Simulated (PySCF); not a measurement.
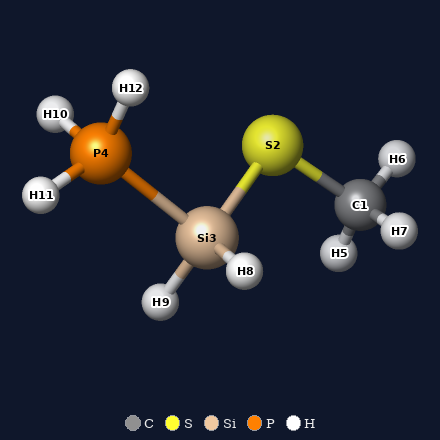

CH₈PSSi⁺, SMILES CS[SiH2][PH3+]. Vertical core-electron binding energies by ΔSCF (SCAN, pcX-2 on the ionised atom, pcseg-1 elsewhere, spin-free X2C; PySCF 2.14.0, at a PBE0-D3(BJ)/def2-SVP geometry (no frequency check)), gas phase, against the vacuum level. One atom of each kind was ionised; within a panel, areas follow the number of like atoms and 2j + 1 (2p levels are split by first-order spin-orbit coupling, an approximation), each panel is scaled alone, Gaussians of 1.0 eV full width. Only the regions named are shown. Lines closer than the width merge in the curve.

### Predict the S 2p and P 2p photoelectron lines.

```csv
level,atoms,binding energy (eV)
S 2p1/2,S2,174.8
S 2p3/2,S2,173.5
P 2p1/2,P4,144.6
P 2p3/2,P4,143.7
```

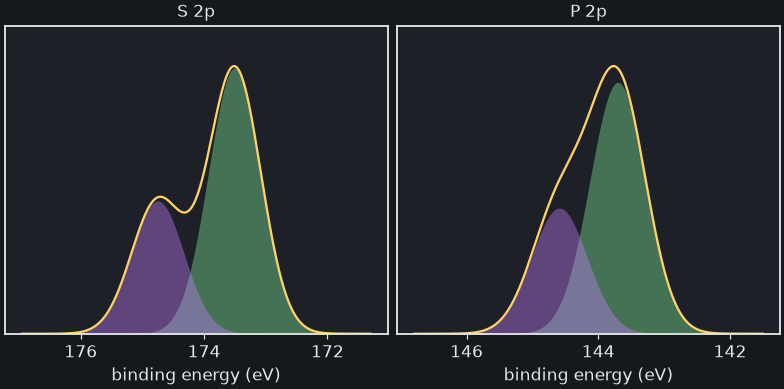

Note: one conformer of a flexible molecule.
